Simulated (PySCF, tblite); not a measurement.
# C5H11B2FO: geometry, infrared bands and NMR shifts

Aim: predict the infrared bands and NMR shifts of C5H11B2FO (`C[C@@H]1CCOB1CBF`).

Programs: tblite 0.8.0 and PySCF 2.14.0, with density-fitted response routines of our own. Each step states its level of theory. These are calculated values for one molecule in the gas phase, unless marked as measured. Atoms count from 0, in the outputs and in this text.

### Step 1. The starting structure

20 atoms, charge 0, multiplicity 1; geometry from: force field or distance geometry start.

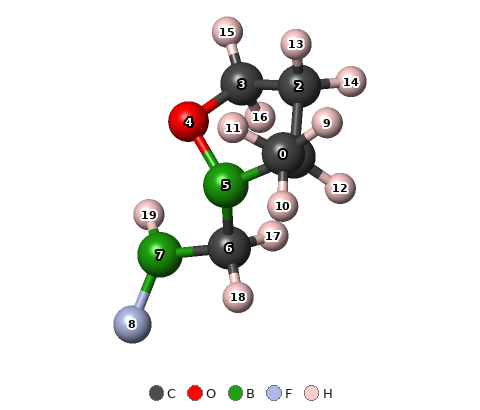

As it starts; carbon dark grey, oxygen red, boron green, fluorine light blue, hydrogen pink, atoms numbered.

### Step 2. Optimising the geometry with GFN2-xTB

What the job is given:

```
{"job": {"kind": "relax", "xc": "GFN2-xTB", "basis": "xTB"}, "charge": 0, "multiplicity": 1}
C     -1.957100    -1.241200    -0.850700
C     -1.061800    -0.508500     0.095700
C     -1.447400     0.944100     0.293100
C     -0.239300     1.737800    -0.119400
O      0.301400     0.998100    -1.173000
B      0.383400    -0.325000    -0.546400
C      1.707100    -0.737500     0.253200
B      3.014300    -0.147100    -0.412900
F      4.151500    -1.046500    -0.542500
H     -3.022200    -1.155600    -0.476400
H     -1.666300    -2.295500    -0.912100
H     -1.869500    -0.766600    -1.853200
H     -0.988800    -0.999300     1.098500
H     -2.357000     1.191700    -0.288500
H     -1.678900     1.115900     1.373100
H     -0.437900     2.782100    -0.353500
H      0.503200     1.625500     0.722700
H      1.598200    -0.319100     1.276600
H      1.810900    -1.834300     0.285000
H      3.251100     0.991600    -0.281900
```

Launch:

```console
OMP_NUM_THREADS=1 python probes_run.py task.json out
```

One launch serves the whole session: the jobs run in the order shown.

**Question.** This job is followed by: GFN2-xTB harmonic vibrations, gas phase; GIAO PBE0/pcSseg-1 NMR shielding, non-relativistic, gas phase. What will the session give for the following? strongest single infrared mode (GFN2-xTB); zero-point energy (GFN2-xTB); 13C shifts against TMS (PBE0/pcSseg-1); 1H shifts against TMS (PBE0/pcSseg-1, means over atoms taken as alike); 17O shifts against H2O (PBE0/pcSseg-1); 11B shifts against BF3·OEt2 (PBE0/pcSseg-1); 19F shifts against CFCl3 (PBE0/pcSseg-1); surface potential, least and greatest.

The runs gave:

| quantity | value |
| --- | --- |
| strongest single infrared mode (GFN2-xTB) | 1252 cm⁻¹, 401 km/mol |
| zero-point energy (GFN2-xTB) | 101.0 kcal/mol |
| 13C shifts against TMS (PBE0/pcSseg-1) | 75.7, 36.3, 31.1, 26.3, 16.0 ppm |
| 1H shifts against TMS (PBE0/pcSseg-1, means over atoms taken as alike) | 5.53, 4.58, 4.53, 2.14, 1.71, 1.59, 1.48, 1.36, 1.00 ppm |
| 17O shifts against H2O (PBE0/pcSseg-1) | 213.1 ppm |
| 11B shifts against BF3·OEt2 (PBE0/pcSseg-1) | 55.5, 50.8 ppm |
| 19F shifts against CFCl3 (PBE0/pcSseg-1) | -4.5 ppm |
| surface potential, least and greatest | -1.21 V and 1.23 V |

What this shows: The optimisation took 201 steps and gained 2.211 eV; among the close pairs (by a distance rule), B7–F8 changed most, from 1.456 to 1.322 Å. All 54 modes are real, so the xTB geometry is a minimum. The strongest single mode, at 1252 cm⁻¹, is spread over several atoms, B7, B5, H15 among them. GFN2-xTB is a fitted tight-binding method: band positions and strengths are rough. Its intensities can rank the bands wrongly. At PBE0/pcSseg-1: Shielding is most anisotropic at F8 (span 492 ppm, paramagnetic term -292 ppm). By nearest atom (PBE0/pcSseg-1), the HOMO sits on C1 24 %; B5 17 % and the LUMO on B7 37 %; B5 18 %.
